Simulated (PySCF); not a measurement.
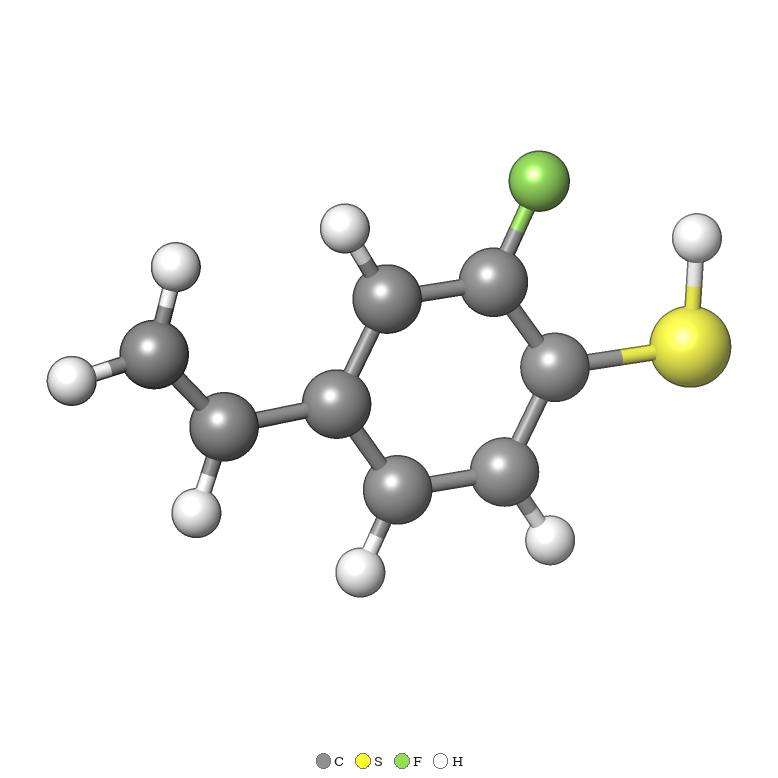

A ball-and-stick model of a molecule. Every bond is drawn as one stick, whatever its order.

Computed geometry: PBE0-D3(BJ)/def2-SVP optimisation. No frequency run is at hand to confirm it as a minimum.

Description:

Formula C8H7FS. Its SMILES string is `C=Cc1ccc(S)c(F)c1`. Independent rings (smallest set): 1 of 6 members, 1 of them aromatic. Among its groups: alkene, thiol, C–F bond. All atoms lie on one plane. Coordination: 8 C trigonal planar; 1 S bent.

More results for the same structure follow; atom numbers are the same in all pictures, views and colours differ.

**Shape**

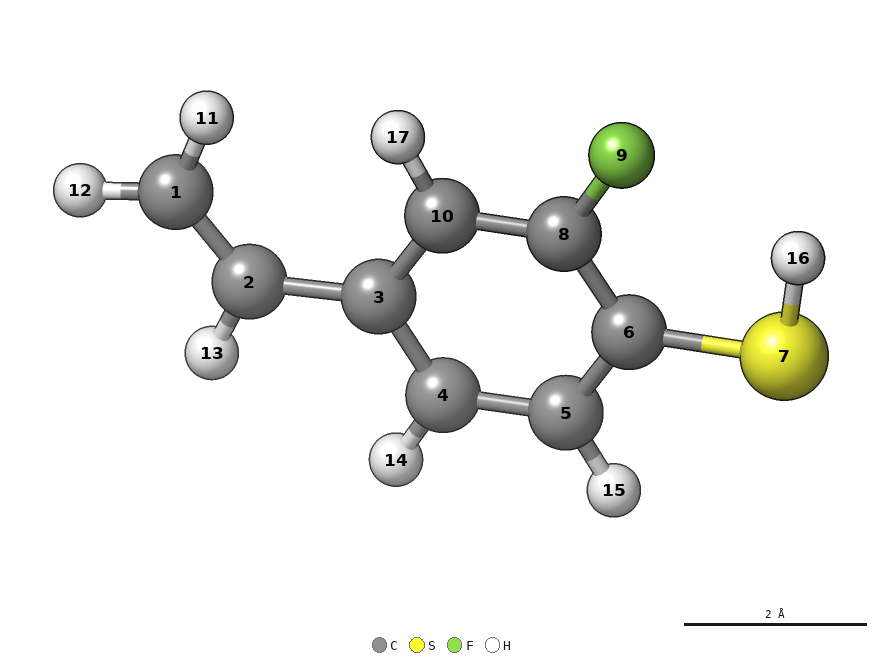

No frequency run is at hand to confirm it as a minimum.

Give these bond angles: C1–C2–C3, C2–C1–H11, C2–C3–C4, C3–C2–H13, C3–C4–C5, C3–C10–C8, C3–C10–H17, C4–C5–H15, C5–C4–H14, C5–C6–S7, C6–C5–H15, C8–C10–H17.

| angle | degrees |
| --- | --- |
| C1–C2–C3 | 127.2 |
| C2–C1–H11 | 122.5 |
| C2–C3–C4 | 119.6 |
| C3–C2–H13 | 114.5 |
| C3–C4–C5 | 121.5 |
| C3–C10–C8 | 120.4 |
| C3–C10–H17 | 121.8 |
| C4–C5–H15 | 119.9 |
| C5–C4–H14 | 119.3 |
| C5–C6–S7 | 120.1 |
| C6–C5–H15 | 119.2 |
| C8–C10–H17 | 117.8 |

**NMR shielding**

The questions are on isotropic NMR shieldings of the C atoms. No frequency run is at hand to confirm it as a minimum. Method: GIAO KT3/pcSseg-1 NMR shielding, non-relativistic, gas phase (PySCF 2.14.0).

List the isotropic NMR shieldings of the C atoms.

```tsv
atom	σ (ppm)
C1	75.8
C2	51.2
C3	55.4
C4	63.3
C5	62.1
C6	64.2
C8	29.5
C10	80.6
```

**Bond orders**

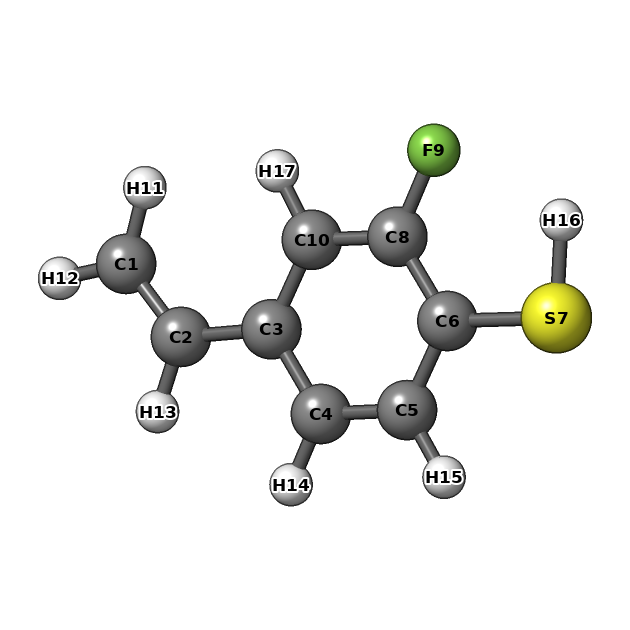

Every bond is drawn as one stick. No frequency run is at hand to confirm it as a minimum. Method: PBE0/pcSseg-1 (PySCF 2.14.0).

Which bond between heavy atoms has the highest Mayer bond order?

Answer. C1–C2, 1.94, at a length of 1.338 Å.

List the Mayer bond orders of C1–C2, C2–C3, C3–C4, C3–C10, C4–C5, C5–C6, C6–S7, C6–C8, C8–F9, C8–C10 (bonds between heavy atoms, one of each equivalent set).

```json
{"bond": "C1–C2", "Mayer order": "1.94", "length (Å)": "1.338"}
{"bond": "C2–C3", "Mayer order": "1.09", "length (Å)": "1.466"}
{"bond": "C3–C4", "Mayer order": "1.37", "length (Å)": "1.403"}
{"bond": "C3–C10", "Mayer order": "1.34", "length (Å)": "1.404"}
{"bond": "C4–C5", "Mayer order": "1.47", "length (Å)": "1.390"}
{"bond": "C5–C6", "Mayer order": "1.36", "length (Å)": "1.399"}
{"bond": "C6–S7", "Mayer order": "1.14", "length (Å)": "1.758"}
{"bond": "C6–C8", "Mayer order": "1.25", "length (Å)": "1.401"}
{"bond": "C8–F9", "Mayer order": "0.86", "length (Å)": "1.338"}
{"bond": "C8–C10", "Mayer order": "1.49", "length (Å)": "1.381"}
```

**Electronic properties**

No frequency run is at hand to confirm it as a minimum. Method: PBE0/def2-SVPD, gas phase (PySCF 2.14.0). Excitations: vertical, linear response.

Estimate the lowest vertical singlet excitation.

Answer. 4.31 eV.

What is the HOMO energy (Kohn–Sham orbital)?

Answer. −6.30 eV.

Estimate the mean static polarisability.

Answer. 126.2 bohr³.

What is the dipole moment?

Answer. 1.21 D.

**Ring current**

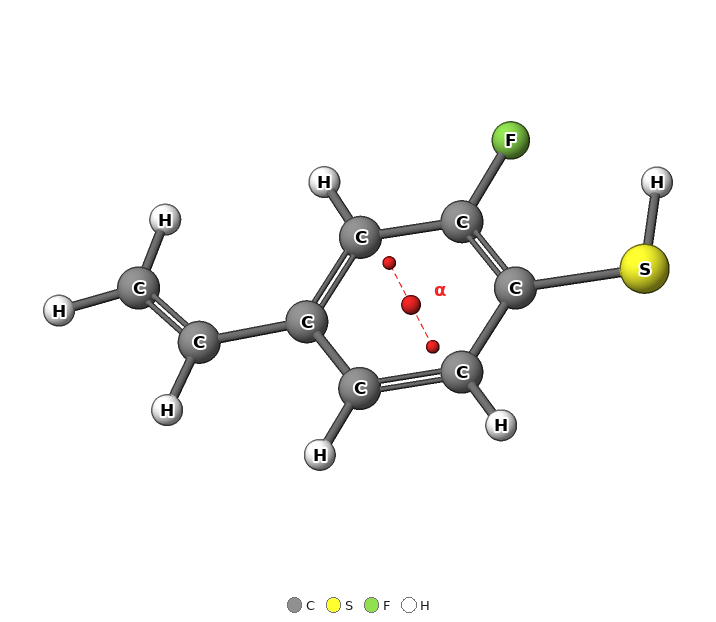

The small points mark where nucleus-independent chemical shifts (NICS) were computed: at the centre of each lettered ring and 1 Å above and below it. No frequency run is at hand to confirm it as a minimum. Level of theory: GIAO KT3/pcSseg-1 NMR shielding, non-relativistic, gas phase (PySCF 2.14.0).

Give NICS(0), NICS(1) and the out-of-plane component NICS(1)zz for each ring (means of the two sides).

```csv
ring,members,NICS(0),NICS(1),NICS(1)zz
α,C6,−8.7,−9.6,−21.3
```

Values in ppm.

What do the values say about the ring currents?

Answer. Ring α: diatropic, as in an aromatic ring. NICS is one index among several.
